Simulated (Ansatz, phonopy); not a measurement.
# KCl (Sylvite, Fm-3m): a volume series of phonon spectra, part 3 of 3

Wanted: mode Grüneisen parameters of KCl (Sylvite) and a free-energy fit over volumes.

What experiment has found for this phase:
- volume expansion coefficient 111.3 1e-6/K and heat capacity C_P per formula unit 51.7 J/mol/K near room temperature (given in “High-Throughput Prediction of Finite-Temperature Properties using the Quasi-Harmonic Approximation”, 2016, arXiv:1603.06924)
- volume expansion coefficient 114.9 1e-6/K near room temperature (given in “Descriptors for thermal expansion in solids”, 2017, arXiv:1701.03966)

Ansatz 0.2.0; DFT LDA, scalar-relativistic, plane waves, PAW.

So far. Step 9 (Single point at a scaled cell, V/V0 0.985): The run ends at a pressure of 0.37 GPa. Step 10 (Lattice dynamics at this volume, V/V0 0.985): No mode is imaginary beyond numerical noise at the solved wavevectors. The highest zone-centre mode (no LO–TO term) moved by +3.5 % for a volume change of -1.5 %.

## 11. A cell at another volume, V/V0 1.03

Symmetry fixes every atom, so a single point at the scaled cell gives the energy and pressure of this member.

The cell differs from the one that the last finished run ended in (a 4.275 → 4.340 Å, b 4.275 → 4.340 Å, c 4.275 → 4.340 Å).

The input, input.yaml:

```yaml
crystal:
  lattice:
    - [0.0, 3.0685868607, 3.0685868607]
    - [3.0685868607, 0.0, 3.0685868607]
    - [3.0685868607, 3.0685868607, 0.0]
  atoms:
    - { symbol: K, position: [0.0, 0.0, 0.0] }
    - { symbol: Cl, position: [0.5, 0.5, 0.5] }
kpoints:
  mp_grid: { grid: [8, 8, 8] }
hamiltonian:
  xc: lda
scf:
  occupations: { method: fixed }
output:
  forces: true
  stress: true
  eigenvalues: true
```

Command:

```console
> ansatz run input.yaml --threads 4 --pin off --max-ram 16384MiB --backend cpu --events-out ev --progress --plain --runs-dir out
```

Numbers of over 12 decimals in the logs are rounded to 6 here.

Output:

```text
[...]
Crystal: 2 atoms, lattice volume = 57.789 Å³
Basis set: ecut = 420 eV, 1139 PW (Γ)
Bands: 12, of which v1, the nominal top of the filled ones, is band 8 counted from 1 (7 counted from 0)
Symmetry: 48 space group operations
[...]
k-points: 29 of 512
[...]
P = ⅓ Tr σ = -0.6739 GPa (-6.739 kbar)
--- Band table (eV; the first three rows and the last of 29) ---
  k-point 0: bands = [... 4 lower, -9.2563, 1.1168, 1.1168, 1.1168, 6.1183, 9.2135, 9.2135, 9.2135]
  k-point 1: bands = [... 4 lower, -9.2093, 0.8806, 1.0513, 1.0513, 6.5354, 9.0868, 9.4263, 9.4263]
  k-point 2: bands = [... 4 lower, -9.1019, 0.3990, 0.9005, 0.9005, 7.4716, 9.0220, 10.0310, 10.0310]
  k-point 28: bands = [... 4 lower, -9.1459, 0.5190, 0.5738, 0.5738, 8.8975, 8.8975, 10.5501, 11.0288]
[key lines of the parts left out:]
SCF converged after 6 iterations
Free energy (F): -2544.288222 eV
Fermi energy:    1.116757 eV
```

Run time: 0.38 s. Hardware: 4 threads of Arm Neoverse V2, shared host; peak memory 0.29 GiB.

The run ends at a pressure of -0.67 GPa.

## 12. Phonons, V/V0 1.03

The same q-mesh and k-mesh are kept at every volume, so that much of their error can cancel in the differences.

input.yaml, the sections that differ from step 11:

```yaml
output:
  eigenvalues: true
phonons:
  method: dfpt
  dielectric: true
  rigid_motions: translations
  qmesh: [4, 4, 4]
  temperatures: { t_max: 1000, t_step: 50 }
  qpath:
    path:
      - [[0.0, 0.0, 0.0], [0.5, 0.0, 0.5], [0.625, 0.25, 0.625]]
      - [[0.375, 0.375, 0.75], [0.0, 0.0, 0.0], [0.5, 0.5, 0.5], [0.5, 0.25, 0.75], [0.5, 0.0, 0.5]]
    npoints: 10
# crystal, kpoints, hamiltonian, scf: as in step 11
```

Output:

```text
[...]
Crystal: 2 atoms, lattice volume = 57.789 Å³
Basis set: ecut = 420 eV, 1139 PW (Γ), exchange–correlation on 60×60×60 points (8 copies of the dense FFT grid, shifted against one another)
Bands: 12, of which v1, the nominal top of the filled ones, is band 8 counted from 1 (7 counted from 0)
Symmetry: 48 space group operations
k-points: 59 of 512 (irreducible under 8 space group operations, time reversal used)
[...]
optical modes at Γ + LO–TO along q̂ = [0.0000, 1.0000, 0.0000]:
      ω (cm⁻¹)  modes    IR ((D/Å)²/amu)
        150.33      2             3.0742
        213.35      1             1.5371
  optical modes at Γ + LO–TO along q̂ = [0.0000, 0.0000, 1.0000]:
      ω (cm⁻¹)  modes    IR ((D/Å)²/amu)
        150.33      2             3.0742
        213.35      1             1.5371
--- Phonons (arbitrary-q DFPT): 8 irreducible q on the 4×4×4 mesh ---
[...]
interpolated dispersion: 63 rows × 6 modes
[...]
[key lines of the parts left out:]
SCF converged after 7 iterations
Free energy (F): -2544.288222 eV
Fermi energy:    1.116735 eV
```

Wall time 50 s (4 threads); peak memory 1 GiB; 3.2 min of CPU time.

LO-TO term included. The phonon branches at the labelled points (cm⁻¹):

```tsv
point	branch 1	branch 2	branch 3	branch 4	branch 5	branch 6
Γ	0	0	0	150	150	213
X	59	59	107	154	154	158
U	80	97	103	143	153	157
jump to K	80	97	103	143	153	157
Γ	0	0	0	150	150	213
L	109	109	117	117	152	160
W	87	87	122	127	156	156
X	59	59	107	154	154	158
```

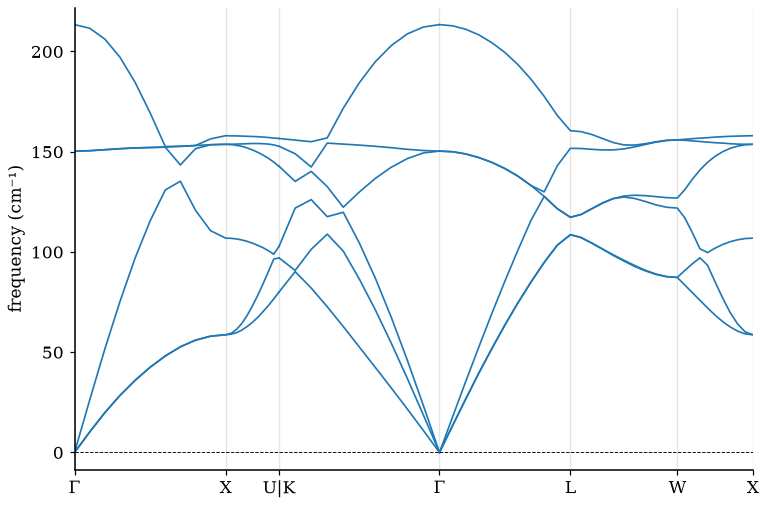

Phonon branches along the path.

No mode is imaginary beyond numerical noise at the solved wavevectors. The highest zone-centre mode (no LO–TO term) moved by -6.8 % for a volume change of +3.0 %.

## 13. A cell at another volume, V/V0 0.97

Symmetry fixes every atom, so a single point at the scaled cell gives the energy and pressure of this member.

The cell differs from the one that the last finished run ended in (a 4.340 → 4.254 Å, b 4.340 → 4.254 Å, c 4.340 → 4.254 Å).

input.yaml, the sections that differ from step 12:

```yaml
crystal:
  lattice:
    - [0.0, 3.0078067131, 3.0078067131]
    - [3.0078067131, 0.0, 3.0078067131]
    - [3.0078067131, 3.0078067131, 0.0]
  atoms:
    - { symbol: K, position: [0.0, 0.0, 0.0] }
    - { symbol: Cl, position: [0.5, 0.5, 0.5] }
output:
  forces: true
  stress: true
  eigenvalues: true
# kpoints, hamiltonian, scf: as in step 12
# phonons: removed
```

Output:

```text
[...]
Crystal: 2 atoms, lattice volume = 54.423 Å³
Basis set: ecut = 420 eV, 1067 PW (Γ)
Bands: 12, of which v1, the nominal top of the filled ones, is band 8 counted from 1 (7 counted from 0)
Symmetry: 48 space group operations
[...]
k-points: 29 of 512
[...]
P = ⅓ Tr σ = 0.7865 GPa (7.865 kbar)
--- Band table (eV; the first three rows and the last of 29) ---
  k-point 0: bands = [... 4 lower, -8.6743, 1.5800, 1.5800, 1.5800, 6.8072, 9.6766, 9.6766, 9.6766]
  k-point 1: bands = [... 4 lower, -8.6189, 1.3203, 1.5038, 1.5038, 7.2475, 9.5575, 9.9026, 9.9026]
  k-point 2: bands = [... 4 lower, -8.4925, 0.7914, 1.3291, 1.3291, 8.2038, 9.5451, 10.5447, 10.5447]
  k-point 28: bands = [... 4 lower, -8.5428, 0.9115, 1.0081, 1.0081, 9.4250, 9.4250, 11.2722, 11.7597]
[key lines of the parts left out:]
SCF converged after 6 iterations
Free energy (F): -2544.287961 eV
Fermi energy:    1.580040 eV
```

The job ended after 0.37 s (4 threads; peak memory 0.29 GiB; 1 s of CPU time).

The run ends at a pressure of 0.79 GPa.

## 14. Lattice dynamics at this volume, V/V0 0.97

Phonons at this volume give one point of F(V, T); meshes stay fixed along the series.

input.yaml, the sections that differ from step 13:

```yaml
output:
  eigenvalues: true
phonons:
  method: dfpt
  dielectric: true
  rigid_motions: translations
  qmesh: [4, 4, 4]
  temperatures: { t_max: 1000, t_step: 50 }
  qpath:
    path:
      - [[0.0, 0.0, 0.0], [0.5, 0.0, 0.5], [0.625, 0.25, 0.625]]
      - [[0.375, 0.375, 0.75], [0.0, 0.0, 0.0], [0.5, 0.5, 0.5], [0.5, 0.25, 0.75], [0.5, 0.0, 0.5]]
    npoints: 10
# crystal, kpoints, hamiltonian, scf: as in step 13
```

Output:

```text
[...]
Crystal: 2 atoms, lattice volume = 54.423 Å³
Basis set: ecut = 420 eV, 1067 PW (Γ), exchange–correlation on 60×60×60 points (8 copies of the dense FFT grid, shifted against one another)
Bands: 12, of which v1, the nominal top of the filled ones, is band 8 counted from 1 (7 counted from 0)
Symmetry: 48 space group operations
k-points: 59 of 512 (irreducible under 8 space group operations, time reversal used)
[...]
optical modes at Γ + LO–TO along q̂ = [0.0000, 1.0000, 0.0000]:
      ω (cm⁻¹)  modes    IR ((D/Å)²/amu)
        172.65      2             3.0318
        230.57      1             1.5159
  optical modes at Γ + LO–TO along q̂ = [0.0000, 0.0000, 1.0000]:
      ω (cm⁻¹)  modes    IR ((D/Å)²/amu)
        172.65      2             3.0318
        230.57      1             1.5159
--- Phonons (arbitrary-q DFPT): 8 irreducible q on the 4×4×4 mesh ---
[...]
interpolated dispersion: 63 rows × 6 modes
[...]
[key lines of the parts left out:]
SCF converged after 7 iterations
Free energy (F): -2544.287961 eV
Fermi energy:    1.580022 eV
```

Run time: 48 s. Hardware: 4 threads; peak memory 0.97 GiB; 3.1 min of CPU time.

No mode is imaginary beyond numerical noise at the solved wavevectors. The highest zone-centre mode (no LO–TO term) moved by +7.1 % for a volume change of -3.0 %.

## 15. A cell at another volume, V/V0 1.05

Symmetry fixes every atom, so a single point at the scaled cell gives the energy and pressure of this member.

The cell differs from the one that the last finished run ended in (a 4.254 → 4.368 Å, b 4.254 → 4.368 Å, c 4.254 → 4.368 Å).

input.yaml, the sections that differ from step 14:

```yaml
crystal:
  lattice:
    - [0.0, 3.0883210806, 3.0883210806]
    - [3.0883210806, 0.0, 3.0883210806]
    - [3.0883210806, 3.0883210806, 0.0]
  atoms:
    - { symbol: K, position: [0.0, 0.0, 0.0] }
    - { symbol: Cl, position: [0.5, 0.5, 0.5] }
output:
  forces: true
  stress: true
  eigenvalues: true
# kpoints, hamiltonian, scf: as in step 14
# phonons: removed
```

Output:

```text
[...]
Crystal: 2 atoms, lattice volume = 58.911 Å³
Basis set: ecut = 420 eV, 1139 PW (Γ)
Bands: 12, of which v1, the nominal top of the filled ones, is band 8 counted from 1 (7 counted from 0)
Symmetry: 48 space group operations
[...]
k-points: 29 of 512
[...]
P = ⅓ Tr σ = -1.0547 GPa (-10.547 kbar)
--- Band table (eV; the first three rows and the last of 29) ---
  k-point 0: bands = [... 4 lower, -9.4376, 0.9761, 0.9761, 0.9761, 5.9090, 9.0695, 9.0695, 9.0695]
  k-point 1: bands = [... 4 lower, -9.3928, 0.7472, 0.9138, 0.9138, 6.3188, 8.9407, 9.2783, 9.2783]
  k-point 2: bands = [... 4 lower, -9.2907, 0.2800, 0.7699, 0.7699, 7.2466, 8.8616, 9.8714, 9.8714]
  k-point 28: bands = [... 4 lower, -9.3328, 0.3995, 0.4430, 0.4430, 8.7336, 8.7336, 10.3244, 10.8016]
[key lines of the parts left out:]
SCF converged after 6 iterations
Free energy (F): -2544.282140 eV
Fermi energy:    0.976098 eV
```

It took 0.38 s on 4 threads; peak memory 0.29 GiB.

The run ends at a pressure of -1.05 GPa.

## 16. Lattice dynamics at this volume, V/V0 1.05

Phonons at this volume give one point of F(V, T); meshes stay fixed along the series.

input.yaml, the sections that differ from step 15:

```yaml
output:
  eigenvalues: true
phonons:
  method: dfpt
  dielectric: true
  rigid_motions: translations
  qmesh: [4, 4, 4]
  temperatures: { t_max: 1000, t_step: 50 }
  qpath:
    path:
      - [[0.0, 0.0, 0.0], [0.5, 0.0, 0.5], [0.625, 0.25, 0.625]]
      - [[0.375, 0.375, 0.75], [0.0, 0.0, 0.0], [0.5, 0.5, 0.5], [0.5, 0.25, 0.75], [0.5, 0.0, 0.5]]
    npoints: 10
# crystal, kpoints, hamiltonian, scf: as in step 15
```

Output:

```text
[...]
Crystal: 2 atoms, lattice volume = 58.911 Å³
Basis set: ecut = 420 eV, 1139 PW (Γ), exchange–correlation on 60×60×60 points (8 copies of the dense FFT grid, shifted against one another)
Bands: 12, of which v1, the nominal top of the filled ones, is band 8 counted from 1 (7 counted from 0)
Symmetry: 48 space group operations
k-points: 59 of 512 (irreducible under 8 space group operations, time reversal used)
[...]
optical modes at Γ + LO–TO along q̂ = [0.0000, 1.0000, 0.0000]:
      ω (cm⁻¹)  modes    IR ((D/Å)²/amu)
        143.33      2             3.0879
        208.14      1             1.5440
  optical modes at Γ + LO–TO along q̂ = [0.0000, 0.0000, 1.0000]:
      ω (cm⁻¹)  modes    IR ((D/Å)²/amu)
        143.33      2             3.0879
        208.14      1             1.5440
--- Phonons (arbitrary-q DFPT): 8 irreducible q on the 4×4×4 mesh ---
[...]
interpolated dispersion: 63 rows × 6 modes
[...]
[key lines of the parts left out:]
SCF converged after 7 iterations
Free energy (F): -2544.282141 eV
Fermi energy:    0.976067 eV
```

Run time: 49 s. Hardware: 4 threads; peak memory 1 GiB.

LO-TO term included. Phonon branches along the path, in cm⁻¹:

```tsv
point	branch 1	branch 2	branch 3	branch 4	branch 5	branch 6
Γ	0	0	0	143	143	208
X	60	60	108	146	146	150
U	79	98	102	136	146	148
jump to K	79	98	102	136	146	148
Γ	0	0	0	143	143	208
L	104	104	112	112	148	156
W	88	88	117	122	148	148
X	60	60	108	146	146	150
```

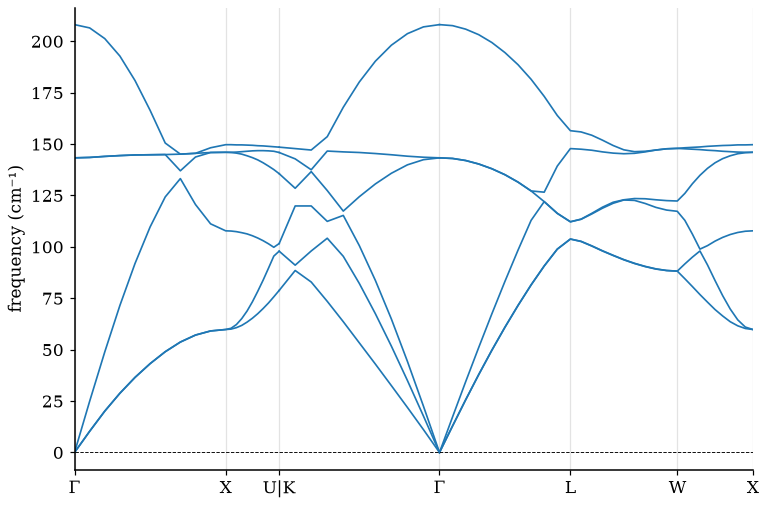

Phonon branches along the path.

No mode is imaginary beyond numerical noise at the solved wavevectors. The highest zone-centre mode (no LO–TO term) moved by -11.1 % for a volume change of +5.0 %.

## 17. Mode Grüneisen parameters

This step: DFT LDA, scalar-relativistic, plane waves, PAW (phonopy 4.10.0).

This step gave:

```
share of modes with a negative Grüneisen parameter : 0.117
```

Mean Grüneisen, by row:

```tsv
T (K)	heat-capacity-weighted mean	root mean square
50	1.111	1.582
100	1.393	1.741
200	1.47	1.783
300	1.485	1.79
500	1.492	1.794
800	1.495	1.796
```

Mean mode Grueneisen parameter against wavenumber:

```tsv
wavenumber (cm⁻¹)	mean mode Grueneisen parameter
3.7	-
18.4	0.237
33.1	0.0991
55.1	-0.205
69.8	0.121
84.5	0.83
99.2	0.866
121.3	1.54
136.0	2.01
150.7	2.15
165.4	2.33
187.4	1.32
202.1	1.28
216.8	1.29
```

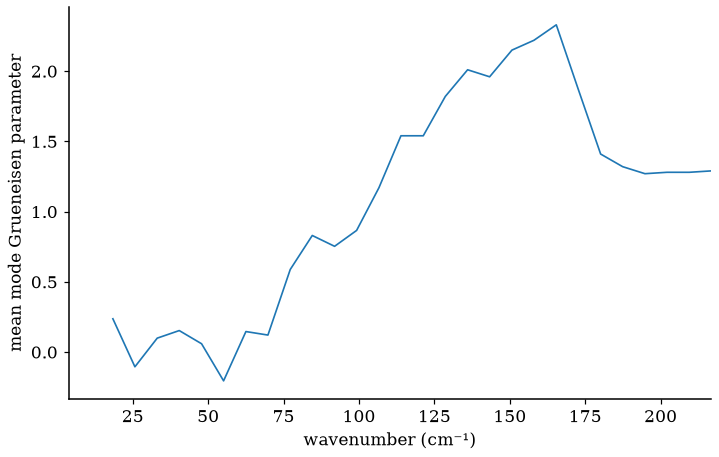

Mean mode Grueneisen parameter against wavenumber.

Volume series, by row:

```tsv
V/V0	V (Å³/atom)	pressure (GPa)	E - E0 (meV/atom)	gap (eV)	zero-point energy (meV/atom)	lowest on the path (cm⁻¹)	highest at Gamma without the LO-TO term (cm⁻¹)
0.97	27.21	0.787	1.978	5.227	24.82	0	172.7
0.985	27.63	0.371	0.467	5.168	24.2	0	166.9
1	28.05	-0.009	0	5.11	23.59	0	161.2
1.015	28.47	-0.357	0.488	5.055	22.99	0	155.7
1.03	28.89	-0.674	1.847	5.002	22.4	0	150.3
1.05	29.46	-1.055	4.888	4.933	21.64	0	143.3
```

Table of optical frequency at Gamma without the LO-TO term, mode 4 by V/V0:

```tsv
V/V0	optical frequency at Gamma without the LO-TO term, mode 4 (cm⁻¹)
0.9700	173
0.9850	167
1.0000	161
1.0150	156
1.0300	150
1.0500	143
```

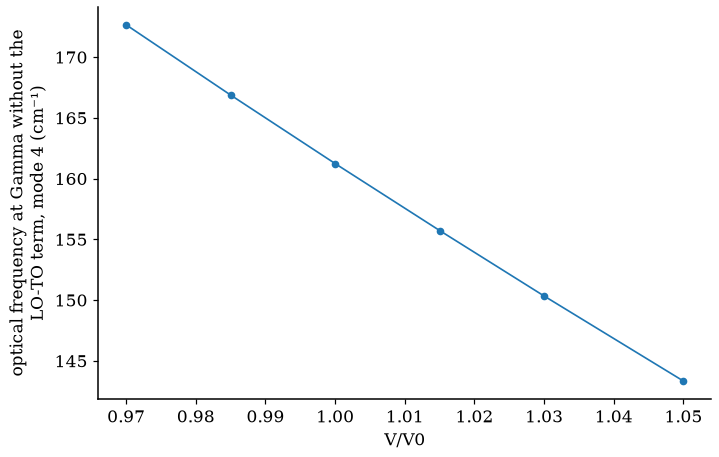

Optical frequency at Gamma without the LO-TO term, mode 4 against V/V0.

Grüneisen at points, by row:

```tsv
point	branch	frequency (cm⁻¹)	mode Grüneisen parameter
Γ	4	161.2	2.31
Γ	6	221.7	1.29
X	1	56.7	-1.34
X	3	105.1	-0.63
X	4	165.6	2.46
X	6	170.9	2.58
U	1	82.1	0.85
U	2	95.3	-0.67
U	3	104.8	0.64
U	4	153.8	2.46
U	5	163.3	2.22
U	6	169.2	2.55
K	1	82.1	0.85
K	2	95.3	-0.67
K	3	104.8	0.64
K	4	153.8	2.46
K	5	163.3	2.22
K	6	169.2	2.55
L	1	116.1	2.22
L	3	125.2	2.17
L	5	157.9	1.37
L	6	166.9	1.32
W	1	85.5	-0.75
W	3	129	1.9
W	4	134.3	1.88
W	5	168.4	2.52
```

## 18. Free-energy fit

This step gave:

- volume expansion coefficient at 300 K: 108.8 1e-6/K
- isothermal bulk modulus at 300 K: 20.14 GPa
- C_P at 300 K: 25.47 J/mol-atom/K
- Grüneisen parameter at 300 K: 1.577

Table of energy (each curve on its own zero) by volume; values in meV/atom:

```tsv
volume (Å³/atom)	static	F at 0 K	F at 300 K	F at 900 K
27.211	1.98	3.53	6.6	15.4
27.632	0.47	1.39	3.31	8.71
28.053	0	0.31	1.04	3.03
28.474	0.49	0.2	-0.29	-1.76
28.895	1.85	0.98	-0.77	-5.74
29.456	4.89	3.26	-0.22	-9.94
```

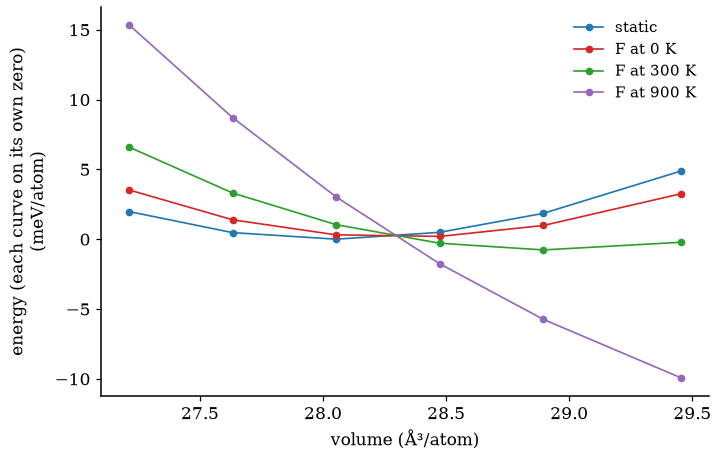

Energy (each curve on its own zero), plotted against volume.

Phonopy-qha, vinet fit of F(V) at each temperature; no electronic free energy. Qha vinet, by row:

```tsv
T (K)	fitted volume (Å³/atom)	alpha_V (1e-6/K)	B_T (GPa)	C_P (J/mol-atom/K)	Grueneisen
75	28.35	52.72	23.12	15.7	1.319
100	28.4	69.04	22.83	19.2	1.417
125	28.45	79.46	22.52	21.24	1.467
150	28.51	86.54	22.2	22.51	1.496
175	28.58	91.79	21.86	23.37	1.517
200	28.64	96	21.53	23.99	1.532
225	28.71	99.6	21.19	24.47	1.545
250	28.79	102.8	20.84	24.86	1.557
275	28.86	105.9	20.49	25.18	1.567
300	28.94	108.8	20.14	25.47	1.577
325	29.02	111.7	19.78	25.74	1.587
350	29.1	114.6	19.42	25.99	1.597
```

Volume expansion coefficient, phonopy-qha, Vinet against temperature:

```tsv
temperature (K)	volume expansion coefficient, phonopy-qha, Vinet (1e-6/K)
75	52.7
100	69.0
125	79.5
150	86.5
175	91.8
200	96
225	99.6
250	103
275	106
300	109
325	112
350	115
```

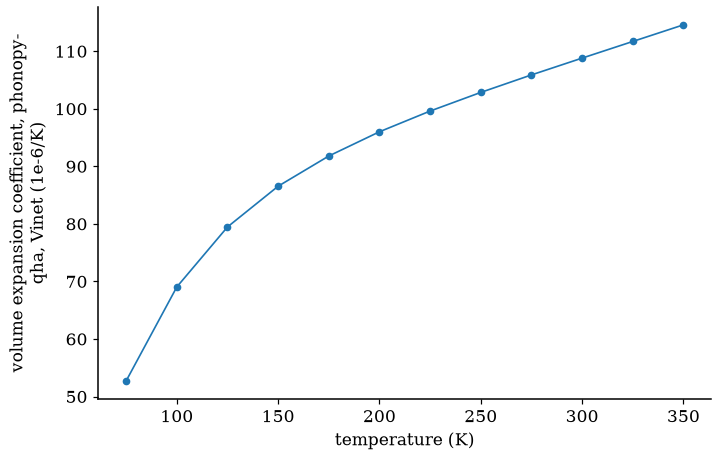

Volume expansion coefficient, phonopy-qha, Vinet, plotted against temperature.

The fit gives a volume expansion of 109 × 10⁻⁶/K at 300 K.

## 19. Outcome

| Property | Result |
| --- | --- |
| volume expansion coefficient at 300 K | 108.8 1e-6/K |
| isothermal bulk modulus at 300 K | 20.14 GPa |
| C_P at 300 K | 25.47 J/mol-atom/K |
| Grüneisen parameter at 300 K | 1.577 |
| mean mode Grüneisen parameter at 300 K | 1.49 |

Near room temperature KCl (Sylvite) expands by 109 × 10⁻⁶/K in volume by LDA, with C_P = 25.5 J/(mol K) per mole of atoms and B_T = 20.1 GPa. The table stops at 350 K because beyond it the fitted volume comes within 1 % of the largest computed cell, where the fit loses its support. C_P at room temperature is 102 % of the classical 3R an atom. A measured volume expansion coefficient near room temperature is 111.3 1e-6/K (arXiv:1603.06924); the calculated 109 1e-6/K differs by -2 %. A measured heat capacity per formula unit near room temperature is 51.7 J/mol/K (arXiv:1603.06924); the calculated 50.9 J/mol/K differs by -1 %. The heat-capacity-weighted Grüneisen parameter goes from 1.11 at 50 K to 1.50 at 800 K; 12 % of the modes stiffen on expansion. Weighting γ by the density of states and each mode's heat capacity at 300 K, modes below 70 cm⁻¹ give about 0 % of the sum of γC that drives the expansion, those up to 150 cm⁻¹ 46 % and the rest 53 %. Among the labelled points γ is largest for branch 6 at X (171 cm⁻¹, 2.6) and most negative for branch 1 at X (56.7 cm⁻¹, -1.3). The PAW files were made for PBE and are used here under another functional, for which the program regenerates the frozen cores.

[Logs are printed without paths, hosts, clocks, repeated set-up lines and the standing remarks that a program may print on its own settings, such as how far it seeks lower states.]

[Hosts, paths, dates, database ids (printed as entryN), source tags and the programs' standing remarks are cut or masked in the printed files.]

[A step with changed settings may run another functional than the one named; its input shows which.]

[Of the runs on displaced cells, only some may be shown.]
